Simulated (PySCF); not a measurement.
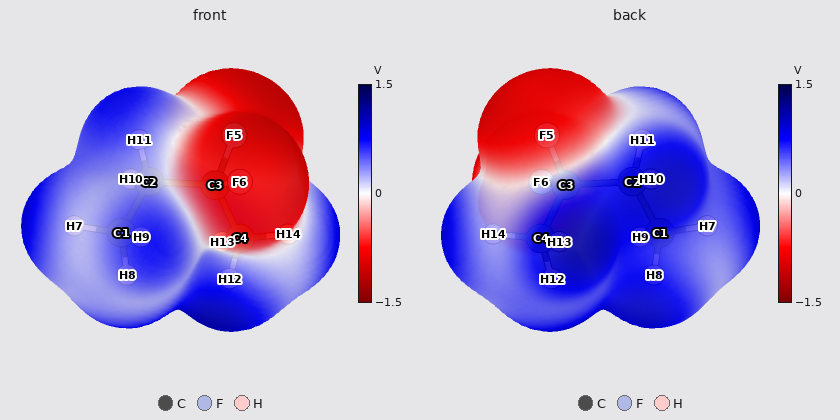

Figure. C₄H₈F₂. The molecular electrostatic potential painted on the density surface at 0.002 e/bohr³, seen from the front and from behind; red is negative and blue positive.

Geometry: PBE0-D3(BJ)/def2-TZVP.

Theory: PBE0/pcSseg-2, SCF density, gas phase, non-relativistic in PySCF.

```yaml
atoms:
  - { symbol: C, position_ang: [-1.4966, -0.0771, 0.7103] }
  - { symbol: C, position_ang: [-0.7463, -0.3969, -0.5701] }
  - { symbol: C, position_ang: [0.5765, 0.3222, -0.7052] }
  - { symbol: C, position_ang: [1.6048, 0.0567, 0.3598] }
  - { symbol: F, position_ang: [1.1141, -0.0080, -1.9219] }
  - { symbol: F, position_ang: [0.3432, 1.6727, -0.7601] }
  - { symbol: H, position_ang: [-2.4760, -0.5580, 0.7061] }
  - { symbol: H, position_ang: [-0.9621, -0.4313, 1.5942] }
  - { symbol: H, position_ang: [-1.6518, 0.9982, 0.8146] }
  - { symbol: H, position_ang: [-0.5468, -1.4688, -0.6485] }
  - { symbol: H, position_ang: [-1.3396, -0.1154, -1.4441] }
  - { symbol: H, position_ang: [1.2439, 0.3983, 1.3293] }
  - { symbol: H, position_ang: [1.8207, -1.0108, 0.4132] }
  - { symbol: H, position_ang: [2.5196, 0.5949, 0.1114] }
```

**Which sites attract a positive test charge, and which a negative one?**

A positive charge is drawn to the negative regions and a negative charge to the positive ones. The most negative region (about −1.1 V, or −25 kcal/mol for a unit charge) lies over F5 and F6, the most positive (about +1.1 V, or +25 kcal/mol for a unit charge) over H12 and H13.
